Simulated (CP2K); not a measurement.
# C3HF3 (3,3,3-trifluoroprop-1-yne): PM6

What is the vertical electron affinity of C3HF3 (3,3,3-trifluoroprop-1-yne) at PM6? 

Program for the calculation: CP2K 2026.2.

3 further runs of the same task are left out: 1 that didn't finish, 2 set aside as unsound or not needed.

### 1 The system as given

C3HF3: 7 atoms, total charge 0, spin state singlet. SMILES: `C#CC(F)(F)F`. The coordinates come from a GFN2-xTB relaxation.

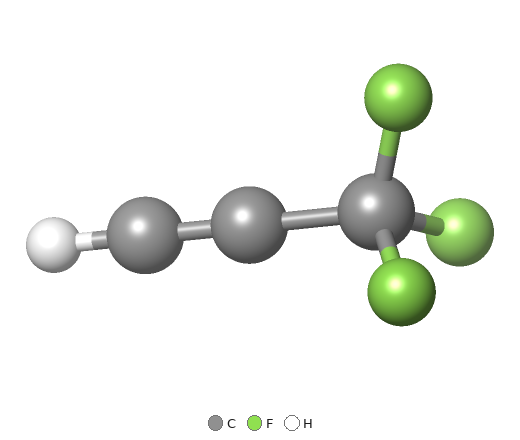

The structure, seen from a chosen angle (carbon grey, fluorine green, hydrogen white).

### 2 Energy and forces at PM6

The input, molecule.xyz:

```xyz
7

C      1.244810    -1.231410     0.058980
C      0.395770    -0.390230     0.017070
C     -0.641150     0.633570    -0.029300
F     -1.834530     0.122800    -0.368440
F     -0.358940     1.591490    -0.924830
F     -0.800010     1.240750     1.155900
H      1.994060    -1.966960     0.090610
```

The input, gas.inp:

```
&global
  project gas
  run_type ENERGY_FORCE
  print_level MEDIUM
&end

&force_eval
  method QS
  &dft
    charge 0
    multiplicity 1
    &qs
      method PM6
      eps_default 1.0E-10
      &se
        &coulomb
          cutoff [angstrom] 50
          rc_range [angstrom] 0
        &end
        &exchange
          cutoff [angstrom] 50
          rc_range [angstrom] 0
        &end
      &end
    &end
    &poisson
      periodic NONE
      poisson_solver ANALYTIC
    &end
    &scf
      scf_guess ATOMIC
      eps_scf 1.0E-07
      max_scf 40
      &ot ON
        minimizer DIIS
        preconditioner FULL_SINGLE_INVERSE
      &end
      &outer_scf
        eps_scf 1.0E-07
        max_scf 5
      &end
    &end
    &print
      &moments
        periodic F
        reference COM
        max_moment 1
      &end
      &mo_cubes
        nlumo 3
        nhomo -1
        write_cube F
      &end
      &hirshfeld OFF
      &end
    &end
  &end
  &subsys
    &cell
      abc [angstrom] 19.8 19.6 18.1
      periodic NONE
    &end
    &topology
      coord_file_name molecule.xyz
      coord_file_format XYZ
      &center_coordinates
      &end
    &end
  &end
  &print
    &forces ON
    &end
  &end
&end
```

The run is started by

```sh
$ OMP_NUM_THREADS=1 cp2k.psmp -i gas.inp > gas.out 2>&1
```

The log of the run:

```text
CP2K| version string:                                       CP2K version 2026.2
[...]
 GLOBAL| Method name                                                        CP2K
[...]
 GLOBAL| Run type                                                   ENERGY_FORCE
[...]
                             - Atoms:                                          7
[...]
                             - Spherical basis functions:                     25
[...]
 Number of electrons:                                                         34
[...]
     1 OT DIIS     0.80E-01    0.0     0.37024379       -59.7247395807 -5.97E+01
[...]
    17 OT DIIS     0.80E-01    0.0     0.00000010       -65.9004453729 -6.54E-13
  *** SCF run converged in    17 steps ***
  Core-core repulsion energy [eV]:                           2905.89851315645910
  Core Hamiltonian energy [eV]:                             -2977.05405798116180
  Two-electron integral energy [eV]:                        -3444.17354106913490
  Electronic energy [eV]:                                   -4699.14082851572948
  Total energy [eV]:                                        -1793.24231535927038
  Atomic reference energy [eV]:                              1788.27272353163039
  Heat of formation [kcal/mol]:                              -114.60151912616836
[...]
 SE_DIPOLE| Moment [Debye]         -1.84015975       1.81161812      -0.08668526
 SE_DIPOLE| Derivative [a.u.]       0.00000000       0.00000000       0.00000000
 *** WARNING in qs_scf_post_se.F:140 :: Printing of MO cube files not ***
 *** implemented for Semi-Empirical method.                           ***
 ENERGY| Total FORCE_EVAL ( QS ) energy [hartree]            -65.900445372874515
 FORCES| Atomic forces [hartree/bohr]
 FORCES|   Atom     x               y               z               |f|
 FORCES|      1  1.70574271E-02 -1.64024893E-02  4.34444264E-04   2.36682534E-02
 FORCES|      2 -1.66141458E-02  1.62374072E-02 -4.74150529E-04   2.32359216E-02
 FORCES|      3  1.58048178E-02 -1.60257988E-02  3.85277632E-04   2.25114845E-02
 FORCES|      4  6.61264250E-04  8.77191759E-03  1.63132877E-03   8.94678949E-03
 FORCES|      5 -7.56067210E-03  7.69711108E-04  4.70135711E-03   8.93638498E-03
 FORCES|      6 -5.09729856E-03  2.71834017E-03 -6.66477113E-03   8.81992064E-03
 FORCES|      7 -4.25139279E-03  3.93091200E-03 -1.34861215E-05   5.79021516E-03
 FORCES| Sum    -2.22044605E-16 -9.15933995E-16  9.71445147E-16
 FORCES| Total atomic force                                       1.35349347E-15
[...]
```

Run time: 0.7 s. Hardware: 1 thread of Arm Neoverse V1, shared host.

### 3 The doublet anion at the same level

molecule.xyz is that of step 2.

The input, calc.inp:

```
&GLOBAL
  PROJECT calc
  RUN_TYPE ENERGY_FORCE
  PRINT_LEVEL MEDIUM
&END GLOBAL

&FORCE_EVAL
  METHOD Quickstep
  &DFT
    CHARGE -1
    MULTIPLICITY 2
    LSD T
    &QS
      METHOD PM6
      EPS_DEFAULT 1.0E-10
      &SE
        &COULOMB
          CUTOFF [angstrom] 50
          RC_RANGE [angstrom] 0
        &END COULOMB
        &EXCHANGE
          CUTOFF [angstrom] 50
          RC_RANGE [angstrom] 0
        &END EXCHANGE
      &END SE
    &END QS
    ! cluster boundary conditions
    &POISSON
      PERIODIC NONE
      POISSON_SOLVER ANALYTIC
    &END POISSON
    &SCF
      SCF_GUESS ATOMIC
      EPS_SCF 1.0E-07
      MAX_SCF 80
      ADDED_MOS 2
      &DIAGONALIZATION
        ALGORITHM STANDARD
      &END DIAGONALIZATION
      &MIXING
        METHOD DIRECT_P_MIXING
        ALPHA 0.4
      &END MIXING
    &END SCF
    &PRINT
      &MOMENTS
        PERIODIC F
        REFERENCE COM
        MAX_MOMENT 1
      &END MOMENTS
      &MO ON
        ENERGIES T
        OCCUPATION_NUMBERS T
        NDIGITS 6
        &EACH
          QS_SCF 0
        &END EACH
        ADD_LAST NUMERIC
      &END MO
      &HIRSHFELD OFF
      &END HIRSHFELD
    &END PRINT
  &END DFT
  ! atoms, cell and kinds
  &SUBSYS
    ! vacuum box
    &CELL
      ABC [angstrom] 19.8 19.6 18.1
      PERIODIC NONE
    &END CELL
    &TOPOLOGY
      COORD_FILE_NAME molecule.xyz
      COORD_FILE_FORMAT XYZ
      &CENTER_COORDINATES
      &END CENTER_COORDINATES
    &END TOPOLOGY
  &END SUBSYS
  &PRINT
    &FORCES ON
    &END FORCES
  &END PRINT
&END FORCE_EVAL
```

The run is started by

```sh
$ OMP_NUM_THREADS=1 cp2k.psmp -i calc.inp > calc.out 2>&1
```

The log of the run:

```text
CP2K| version string:                                       CP2K version 2026.2
[...]
 GLOBAL| Method name                                                        CP2K
[...]
 GLOBAL| Run type                                                   ENERGY_FORCE
[...]
                             - Atoms:                                          7
[...]
                             - Spherical basis functions:                     25
[...]
 Number of electrons:                                                         18
[...]
     1 P_Mix/Diag. 0.40E+00    0.0     0.48517442       -60.3249223049 -6.03E+01
[...]
    28 DIIS/Diag.  0.67E-07    0.0     0.00000007       -65.9024790589 -2.56E-13
  *** SCF run converged in    28 steps ***
  Core-core repulsion energy [eV]:                           2905.89851315645910
  Core Hamiltonian energy [eV]:                             -3032.23562739416229
  Two-electron integral energy [eV]:                        -3333.92108106578280
  Electronic energy [eV]:                                   -4699.19616792705347
  Total energy [eV]:                                        -1793.29765477059459
  Atomic reference energy [eV]:                              1788.27272353163039
  Heat of formation [kcal/mol]:                              -115.87767636910618
[...]
 SE_DIPOLE| Moment [Debye]          2.59539530      -2.75699890       0.06736156
 SE_DIPOLE| Derivative [a.u.]       0.00000000       0.00000000       0.00000000
 ENERGY| Total FORCE_EVAL ( QS ) energy [hartree]            -65.902479058907616
 FORCES| Atomic forces [hartree/bohr]
 FORCES|   Atom     x               y               z               |f|
 FORCES|      1  7.76125585E-02 -7.66351707E-02  3.34111314E-03   1.09122966E-01
 FORCES|      2 -9.63845097E-02  9.73377061E-02 -3.77053333E-03   1.37035834E-01
 FORCES|      3  8.31152677E-02 -7.15423533E-02  6.41702996E-03   1.09852785E-01
 FORCES|      4 -2.10216032E-02  1.36637193E-02 -2.61893700E-03   2.52084084E-02
 FORCES|      5 -1.47922558E-02  1.26598147E-02 -3.74823086E-03   1.98275307E-02
 FORCES|      6 -1.50507656E-02  1.14025730E-02  7.71397063E-04   1.88981287E-02
 FORCES|      7 -1.34786919E-02  1.31137110E-02 -3.91838978E-04   1.88095212E-02
 FORCES| Sum     7.21644966E-16 -1.47104551E-15  6.17561557E-16
 FORCES| Total atomic force                                       1.75103644E-15
[...]
```

Wall time 0.32 s (1 thread of Arm Neoverse V1, shared host).

### 4 Outcome

Level: PM6.

| quantity | value |
| --- | --- |
| singlet C3HF3: total energy | -65.90045 Eh |
| singlet C3HF3: dipole moment | 2.58 D |
| singlet C3HF3: heat of formation at this unrelaxed shape | -114.6 kcal/mol |
| singlet C3HF3: largest force on an atom | 1.217 eV/Å |
| doublet anion: total energy | -65.90248 Eh |
| doublet anion: HOMO energy (highest over α and β) | -0.45 eV |
| doublet anion: LUMO energy (lowest over α and β) | 6.91 eV |
| doublet anion: heat of formation at this unrelaxed shape | -115.9 kcal/mol |
| doublet anion: largest force on an atom | 7.047 eV/Å |
| vertical electron affinity (to the doublet anion) | 0.055 eV |

At fixed nuclei the extra electron is bound by 0.06 eV (5.3 kJ/mol). The largest force (singlet C3HF3) is 1.22 eV/Å: the shape isn't a stationary point for this species at this level. A minimal valence basis can't be trusted even for the sign of an electron affinity.
